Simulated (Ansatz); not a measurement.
The starting structures come from a database of crystals and need not be the phases stable at ambient conditions.

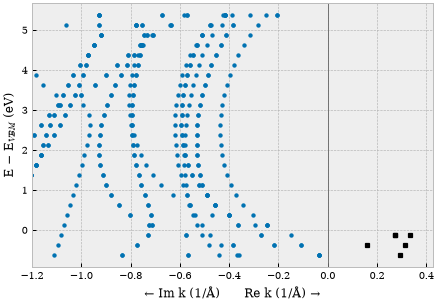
Figure. Complex bands at the centre of the two-dimensional zone; Ansatz (a program for electronic structure) with r2SCAN

No gap correction and no spin-orbit coupling; mid-gap values are interpolated between computed energies.

### Question
This is Cs2NaLaCl6 (Fm-3m, not sure to be the ambient phase, 10 atoms a cell, 34.7 Å³ an atom) along the normal of (111). Read off the slowest decay at the centre of the two-dimensional zone at 2.62 eV, the computed energy nearest the middle of the gap.

### Answer
κ ≈ 0.44 1/Å, a decay length 1/(2κ) of the density of 1.1 Å.
